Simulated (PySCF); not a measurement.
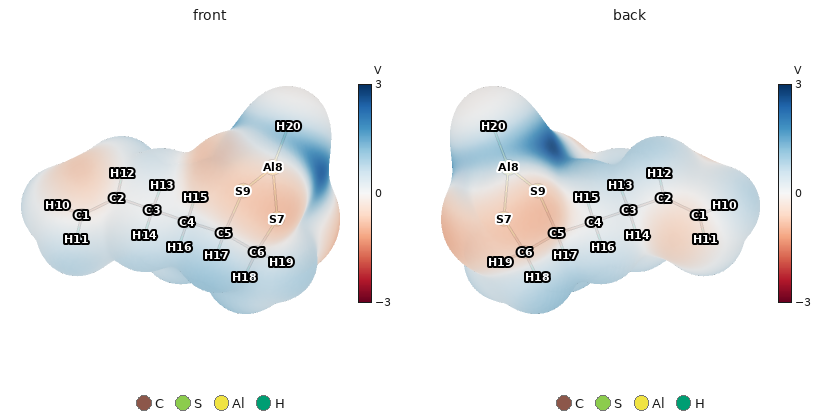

Figure. C6H11AlS2. The molecular electrostatic potential painted on the density surface at 0.002 e/bohr³, seen from the front and from behind; the colour scale runs from red (negative) to blue (positive).

Geometry: GFN2-xTB.

Method: PBE0/pcSseg-1, SCF density, gas phase, non-relativistic in PySCF.

Input

```
{"job": {"kind": "nmr", "xc": "PBE0", "basis": "pcSseg-1"}, "charge": 0, "multiplicity": 1}
C     -3.453603     0.686413     0.710996
C     -2.167382     0.979411     0.701758
C     -1.070932    -0.024318     0.864723
C     -0.129762    -0.015678    -0.340249
C      1.022636    -1.001620    -0.198109
C      1.818697    -1.162784    -1.493456
S      2.676925     0.365192    -2.088941
Al     3.114512     0.961068    -0.017172
S      2.117520    -0.548101     1.232867
H     -4.213280     1.439844     0.592951
H     -3.803070    -0.324357     0.845340
H     -1.840615     2.002597     0.565473
H     -0.494175     0.211579     1.763831
H     -1.496008    -1.022455     0.987000
H      0.284918     0.996553    -0.472729
H     -0.695433    -0.267069    -1.241908
H      0.629521    -1.987652     0.066792
H      1.141962    -1.449265    -2.299756
H      2.573325    -1.941855    -1.379513
H      3.979096     2.113175     0.448426
```

Launched as:

```sh
OMP_NUM_THREADS=1 python probes_run.py task.json out
```

Where is the surface potential most negative and most positive?

Answer. The most negative region (about −0.9 V) lies over S7 and S9, the most positive (about +2.4 V) over Al8.

How polar is the molecule by this calculation?

Answer. Its dipole moment is 0.89 D.
